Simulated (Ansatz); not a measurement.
## SrLa2S4 (I-42d):Sr_La, thermodynamic levels from a 56-atom cell

Charge states of Sr_La in SrLa2S4 (I-42d), set against the band edges. Model: a cell of 56 host atoms with 1 La taken out and 1 Sr put in.

Calculated with Ansatz 0.2.0; place-levels on PBEsol runs: charge-transition levels and formation energies with image-charge correction and potential alignment at the atomic sites.

**1. The starting structure**

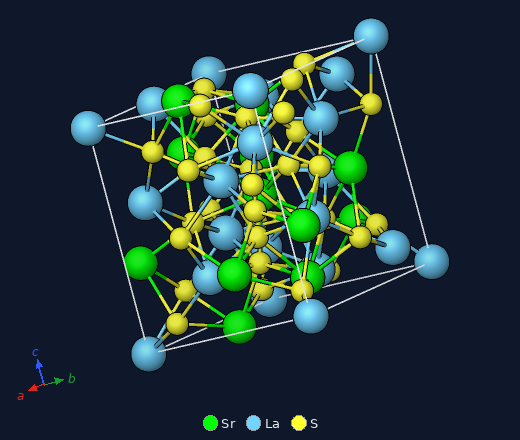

The cell as given, slightly off an axis (strontium green, lanthanum blue, sulfur yellow). Bonds to atoms that aren't drawn are left out. Some periodic images of atoms are drawn too.

The cell holds 56 atoms: 9 Sr, 15 La and 32 S. Cell: a = 12.257 Å, b = 12.257 Å, c = 12.277 Å, α = 59.9°, β = 59.9°, γ = 60.1°. It derives from SrLa2S4 (space group I-42d). Nearest the centre at fractional (0.623, 0.502, 0.627): Sr23 at 0.00 Å, S46 at 2.89 Å, S32 at 2.89 Å, S26 at 2.93 Å, S51 at 2.93 Å, S54 at 3.06 Å, S35 at 3.06 Å, S43 at 3.08 Å.

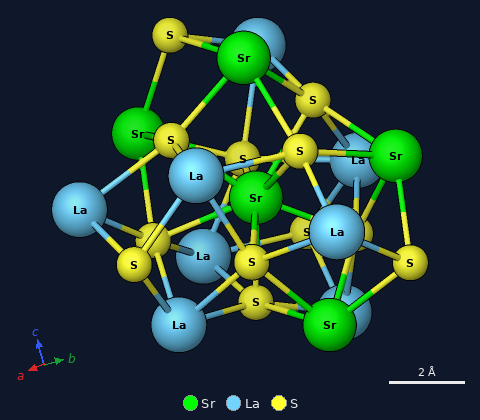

The atoms within 5 Å of the centre.

The host's dielectric constants go in as inputs: (7.66, 7.66, 7.57) for the electrons alone, (19.25, 19.25, 18.08) with the ions, from a response run on this crystal (DFPT, PBEsol) at that run's own cell.

The cell's shortest repeat is 12.3 Å.

**2. What was run first**

Levels follow from differences of total energies between charge states, each relaxed by itself.

Random displacements of about 0.05 Å break the site symmetry at the start, so that the relaxation can reach a distorted minimum if there is one. Forces are taken at one point at (¼, ¼, ¼). The cell holds 1 electron more than the neutral one, with a uniform background that keeps it neutral on the whole.

The sampling was tested on the host first: at the k-points planned (1x1x1 shifted 0.25 0.25 0.25) its energy lies 0.004 eV an atom from the dense-mesh value, under the bound of 0.02 eV set for this test; that bounds the host's error, not the defect's.

One state's input; the others differ in charge, spin, start and seed, and in occupations where the table says so.

The input, qm1.relax/input.yaml:

```yaml
crystal:
  lattice:
    - [0.0, 8.68134841, 8.65211025]
    - [8.68134841, 0.0, 8.65211025]
    - [8.68134841, 8.68134841, 0.0]
  atoms:
    - { symbol: Sr, position: [0.0, 0.0, 0.5] }
    - { symbol: Sr, position: [0.25, 0.25, 0.75] }
    - { symbol: Sr, position: [0.5, 0.5, 0.0] }
    - { symbol: Sr, position: [0.75, 0.75, 0.25] }
[... 1 atom line left out ...]
    - { symbol: Sr, position: [0.375, 0.875, 0.625] }
    - { symbol: Sr, position: [0.625, 0.125, 0.875] }
[... 3 atom lines left out ...]
    - { symbol: La, position: [0.62718951, 0.24781049, 0.50218951] }
    - { symbol: La, position: [0.87718951, 0.49781049, 0.75218951] }
[... 1 atom line left out ...]
    - { symbol: La, position: [0.25218951, 0.37281049, 0.99781049] }
    - { symbol: La, position: [0.50218951, 0.62281049, 0.24781049] }
    - { symbol: La, position: [0.75218951, 0.87281049, 0.49781049] }
    - { symbol: La, position: [0.24781049, 0.62718951, 0.62281049] }
[... 2 atom lines left out ...]
    - { symbol: La, position: [0.99781049, 0.37718951, 0.37281049] }
[... 2 atom lines left out ...]
    - { symbol: Sr, position: [0.62281049, 0.50218951, 0.62718951] }
[... 2 atom lines left out ...]
    - { symbol: S, position: [0.47321113, 0.72228537, 0.44989614] }
[... 5 atom lines left out ...]
    - { symbol: S, position: [0.84821113, 0.59728537, 0.47960736] }
[... 2 atom lines left out ...]
    - { symbol: S, position: [0.60460736, 0.69989614, 0.72321113] }
[... 4 atom lines left out ...]
    - { symbol: S, position: [0.82489614, 0.22960736, 0.59821113] }
[... 2 atom lines left out ...]
    - { symbol: S, position: [0.72228537, 0.47321113, 0.35460736] }
[... 2 atom lines left out ...]
    - { symbol: S, position: [0.44989614, 0.35460736, 0.72228537] }
[... 4 atom lines left out ...]
    - { symbol: S, position: [0.72960736, 0.32489614, 0.84728537] }
[... 2 atom lines left out ...]
    - { symbol: S, position: [0.34728537, 0.59821113, 0.82489614] }
[... 1 atom line left out ...]
    - { symbol: S, position: [0.84728537, 0.09821113, 0.32489614] }
  host:
    repeats: [1, 1, 1]
    atoms:
      - { symbol: Sr, position: [0.0, 0.0, 0.5] }
      - { symbol: Sr, position: [0.25, 0.25, 0.75] }
      # ... 54 more atoms of the perfect host
total_charge: -1
basis:
  ecutwfc: 420
  xc_grid: 2
hamiltonian:
  xc: pbesol
kpoints:
  mp_grid: { grid: [1, 1, 1], shift: [0.25, 0.25, 0.25] }
scf:
  occupations: { method: fixed }
  max_iter: 80
output:
  forces: true
  charged_corrections:
    epsilon: [7.66, 7.66, 7.57]
    static_epsilon: [19.25, 19.25, 18.08]
    defect_position: [0.62281, 0.50219, 0.62719]
relax:
  f_tol: 0.02
  max_steps: 80
  random_displacement: { amplitude: 0.05, seed: 3768 }
checkpoint:
  write: "../qm1.relax.run"
  compress: false
  write_wavefunctions: true
  write_every: 100000
```

Run with:

```
ansatz run input.yaml --threads 4 --pin off --max-ram 7536MiB --backend cpu --events-out ev --progress --plain --runs-dir out
```

The relaxed structure is kept and the sampling changed to a 2×2×2 shifted mesh.

The run of this state that the levels use, under PBEsol:

The input, qm1.point/input.yaml:

```yaml
crystal:
  checkpoint: "../qm1.relax.run"
  host: checkpoint
total_charge: -1
basis:
  ecutwfc: 420
  xc_grid: 2
hamiltonian:
  xc: pbesol
kpoints:
  mp_grid: { grid: [2, 2, 2], shift: [0.5, 0.5, 0.5] }
scf:
  occupations: { method: fermi_dirac, width: 0.01 }
  max_iter: 80
output:
  forces: true
  eigenvalues: true
  charged_corrections:
    epsilon: [7.66, 7.66, 7.57]
    static_epsilon: [19.25, 19.25, 18.08]
    defect_position: [0.62281, 0.50219, 0.62719]
  eigenstates: { localisation: true }
  populations: true
  band_densities: [{ bands: [v1, v1] }, { bands: [c1, c1] }]
  write_density: true
  write_potential: true
  volumetric_format: npy
  elf: true
checkpoint:
  read: "../qm1.relax.run"
  write: "../qm1.point.run"
  compress: false
  write_wavefunctions: false
  write_every: 100000
```

Relaxations under PBEsol at one point at (¼, ¼, ¼); times on 4 threads of Intel Xeon Platinum 8223CL at 3.00GHz (Skylake/Cascade Lake), shared host:

```csv
charge,moment (μB),occupations,outcome,steps,largest displacement against the far atoms (Å),time
−1,0,fixed,converged,5,0.07,57 s
0,1,fixed,converged,7,0.09,3.2 min
```

Single points under PBEsol at a 2×2×2 shifted mesh; times on 4 threads of Intel Xeon Platinum 8223CL at 3.00GHz (Skylake/Cascade Lake), shared host:

```
charge  moment (μB)  occupations    outcome     time
    −1            0  fermi-dirac  converged     85 s
     0            1  fermi-dirac  converged  4.1 min
```

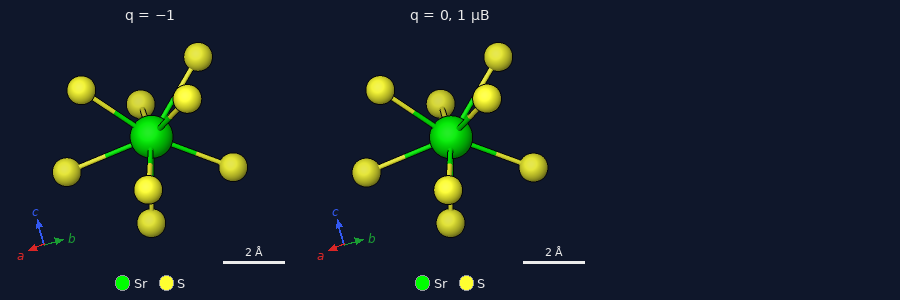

The structures near the centre after relaxation with PBEsol, by charge.

Distances (Å) from Sr23 to the nearest atoms after relaxation with PBEsol:

```csv
charge,moment (μB),1.,2.,3.,4.,5.,6.
−1,0,S 2.95,S 2.95,S 2.99,S 2.99,S 3.11,S 3.11
0,1,S 2.95,S 2.95,S 3.01,S 3.01,S 3.12,S 3.12
```

**3. place-levels, PBEsol**

A charged cell interacts with its images and the background, and its potential has another zero than the host's. place-levels removes the first by a point-charge model, screened by the static dielectric constant since the ions have relaxed around the charge, and the second by comparing potentials at atoms far from the defect.

The host is a run of the defect-free crystal in the same cutoffs, grids and k-points, so that basis and sampling errors cancel in part in the differences. Its band edges come from a run of the primitive cell that searches the zone for them. Chemical potentials are energies per atom of La (dhcp) and Sr (fcc), run with the same functional and cutoff.

The input, levels.point.yaml:

```yaml
host:
  run: host.point.run
  levels_from: { run: edges.point.run }
states: [qm1.point.run, q0_M1.point.run]
geometry_from:
  qm1.point.run: qm1.relax.run
  q0_M1.point.run: q0_M1.relax.run
  host.point.run: host.relax.run
chemical_potentials:
  La:
    energy: -6161.276904
    dataset: "<sha256 of the dataset>"
  Sr:
    energy: -3492.215259
    dataset: "<sha256 of the dataset>"
epsilon: [7.66, 7.66, 7.57]
static_epsilon: [19.25, 19.25, 18.08]
vertical:
  - { from: qm1.point.run, to: qm1.point_neutral.run }
```

Run with:

```
ansatz place-levels levels.point.yaml -- --threads 4 --pin off --max-ram 7536MiB
```

Numbers of over 12 decimals in the logs are rounded to 6 here.

The program printed:

```text
[... repeated set-up lines and file paths are left out, and long positions are rounded to six places ...]
(0/-1) 0.006 eV beneath the valence edge, in the valence band
formation energy of charge 0: +2.151 eV with the Fermi level at the valence edge
formation energy of charge -1: +2.146 eV with the Fermi level at the valence edge
vertical -1 to 0: no energy, since no alignment is typed
  the change from vertical[0].from (qm1.point.run) to vertical[0].to (qm1.point_neutral.run): by its potential at epsilon [7.66, 7.66, 7.57] it is spread over the cell along a vector, with an rms radius of about 8.0 Å (4.8 4.5 4.5 Å across the planes of the [...]
  edges by pbesol of host.levels_from (edges.point.run), its mesh sampled to repeats of 37.55 Å (the valence edge +0.089 eV and the conduction edge -0.148 eV from those of the host's own run), gap 2.060 eV; the host is sampled to repeats of 24.51 Å
  the defect's cells are sampled to repeats of 24.51 Å, like sampling
  charge 0: +0.000 eV for its dipole among its images, +0.107 omitted
  states[1] (q0_M1.point.run): levels filled in part (TS 0.006 eV): its energy is of no whole electron's
  charge -1: -152280.6982 eV with its correction of +0.180 eV, at epsilon [19.25, 19.25, 18.08], aligned at sites: -0.0795 eV, mean over 11 atomic sites at or beyond 6.13 Å from the host's site at [0.6228, 0.5024, 0.6272] by the defect at [0.6228, 0.5022, [...]
  of states[1] (q0_M1.point.run): the far atoms show a dipole or second moment of the defect's charge, for which the correction takes or leaves out 0.107 eV: further moments aren't read, and the relaxed atoms' own pattern can pass for one, so compare a larger [...]
  of states[0] (qm1.point.run): it parts from the run at its places by a charge that spreads by about 4.8 Å along one vector (1.7 Å or more is wide), by its potential at epsilon [7.66, 7.66, 7.57], taken for that of held ions (one typed too small widens it), [...]
  of vertical[0].from (qm1.point.run): it parts from the run at its places by a charge that spreads by about 4.8 Å along one vector (1.7 Å or more is wide), by its potential at epsilon [7.66, 7.66, 7.57], taken for that of held ions (one typed too small [...]
  vertical[0].to (qm1.point_neutral.run): levels filled in part (TS 0.007 eV): its energy is of no whole electron's
```

Run time: 0.31 s. Hardware: 4 threads of Intel Xeon Platinum 8223CL at 3.00GHz (Skylake/Cascade Lake), shared host.

Levels between the charges placed, in eV above the valence top:

```csv
,gap (eV),(0/−1)
PBEsol,2.06,-0.01
```

Corrections by state:

```
charge  moment (μB)  image terms and alignment (eV)  band filling (eV)                                  ε used  over the lowest of its charge, as the program ranks them, band filling apart (eV)
     0          1.0                           0.000                  -                                       -                                                                              0.000
    −1          0.0                           0.180                  -  principal values (18.08, 19.25, 19.25)                                                                              0.000
```

The charged structures listed were also run neutral, and place-levels reads from each pair, by the potential or the spins, how wide the charge is by which they differ; that can be the carrier of either run.

| charge | rms radius (Å) | spread where it is widest against the cell (Å) | wide from (Å) | reading |
| --- | --- | --- | --- | --- |
| −1 | 8.0 | 4.84 | 1.73 | wide |

The neutral runs of these pairs need not share the spin of the lowest neutral state, and very wide values only mean spread over the cell.

From the program's caveats on the states, each cut to its opening words:

- charge 0 (1 μB): the far atoms show a dipole or second moment of the defect's charge, for which the correction takes or leaves out 0.107 eV: further moments aren't read, and [...]
- charge 0 (1 μB): its displacements don't fall off away from the defect: farther atoms stand 0.019 Å off the host's places
- charge 0 (1 μB): its moments are held at its close (magnetization.spin_locking), by a field of 0.005 eV a Bohr magneton, and its energy and levels are of the state that this [...]
- charge −1: it parts from the run at its places by a charge that spreads by about 4.8 Å along one vector (1.7 Å or more is wide), by its potential at epsilon [7.66, 7.66, [...]

Chemical potentials of the elements' reference phases, run alike. Formation energy by charge state (elemental references; gap 2.06 eV):

```csv
charge,at valence top (eV),at conduction bottom (eV),correction included (eV)
0,2.15,2.15,0.00
−1,2.15,0.09,0.18
```

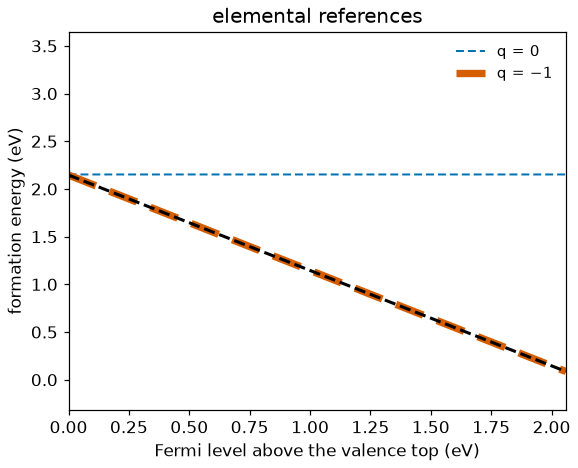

Formation energy against Fermi level; the thick line follows the lowest charge state.

Charge transition levels, in eV, zero at the valence-band top of the host:

|  | conduction bottom | valence top |
| --- | --- | --- |
| Sr_La | 2.06 | 0.00 |

|  | level | energy (eV) |
| --- | --- | --- |
| Sr_La | (0/−1) | -0.01 |

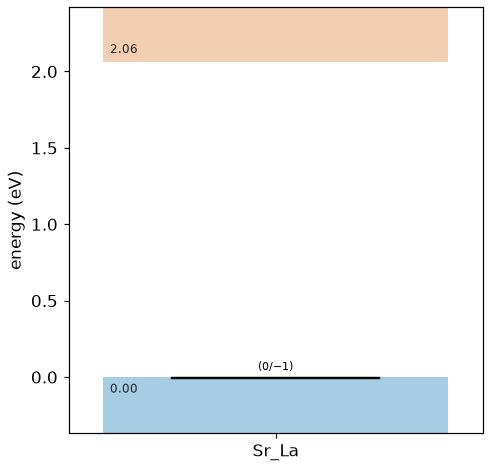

Charge transition levels. Shaded: valence and conduction bands.

**4. The same at the relaxations' own k-points**

The relaxations' own energies give the levels at their sampling, for comparison.

The input, levels.relax_mesh.yaml:

```yaml
host:
  run: host.relax.run
  levels_from: { run: edges.relax.run }
states: [qm1.relax.run, q0_M1.relax.run]
chemical_potentials:
  La:
    energy: -6161.276904
    dataset: "<sha256 of the dataset>"
  Sr:
    energy: -3492.215259
    dataset: "<sha256 of the dataset>"
```

Run with:

```
ansatz place-levels levels.relax_mesh.yaml -- --threads 4 --pin off --max-ram 7536MiB
```

The program printed:

```text
(0/-1) 0.026 eV above the valence edge, 2.034 eV under the conduction edge
formation energy of charge 0: +2.117 eV with the Fermi level at the valence edge
formation energy of charge -1: +2.143 eV with the Fermi level at the valence edge
  edges by pbesol of host.levels_from (edges.relax.run), its mesh sampled to repeats of 37.55 Å (the valence edge +0.086 eV and the conduction edge -0.149 eV from those of the host's own run), gap 2.060 eV; the host is sampled to repeats of 12.26 Å
[... the lines on each state left out ...]
```

Elapsed: 0.13 s, on 4 threads.

Levels between neighbouring charges, in eV above the valence top:

|  | gap (eV) | (0/−1) |
| --- | --- | --- |
| one point at (¼, ¼, ¼) | 2.06 | 0.03 |
| a 2×2×2 shifted mesh | 2.06 | -0.01 |

Going from one point at (¼, ¼, ¼) to a 2×2×2 shifted mesh moves the levels that carry no band-filling term by up to 0.03 eV and formation energies against the elements by up to 0.03 eV.

**5. Outcome**

```json
{"gap of the host": "2.06 eV (PBEsol)", "level (0/minus 1)": "0.01 eV below the valence top", "lowest of the charges placed, just above the valence top (0.02 eV)": "−1", "lowest of the charges placed, just below the conduction bottom (0.02 eV)": "−1", "lowest formation energy at mid-gap of the charges run, elemental references": "1.12 eV"}
```

**Reading.** Of the charges placed (−1 and 0), −1 is the lowest from 0.02 eV above the valence top to 0.02 eV below the conduction bottom, a gap of 2.06 eV. (0/−1) lies 0.01 eV from a band edge, less than the doubt on such levels. Charges above 0 and below −1 were not placed, so these runs say nothing of levels that involve them. States placed: 0 at 1 μB; −1 at 0 μB. Other spin states or structures, where not listed, weren't placed. Going from one point at (¼, ¼, ¼) to a 2×2×2 shifted mesh moves the levels that carry no band-filling term by up to 0.03 eV and formation energies against the elements by up to 0.03 eV. What this leaves open: PBEsol makes the gap too small and tends to spread out bound carriers; spin–orbit coupling, which can matter with heavy atoms, is left out.

[Logs are printed without paths, hosts, clocks, repeated set-up lines and the standing remarks that a program may print on its own settings, such as how far it seeks lower states.]

[Hosts, paths, dates, database ids (printed as entryN), source tags and the programs' standing remarks are cut or masked in the printed files.]

[Where a table of states has a column of steps, it counts the stored structures, which are thinned; the runs took as many ionic steps or more.]

[A defect's name tells the site on which it was built; relaxed atoms can leave that site.]

[For some hosts the program warned that the k-mesh of the response run may be too coarse for force constants and the static dielectric constant; such warnings are not shown here.]
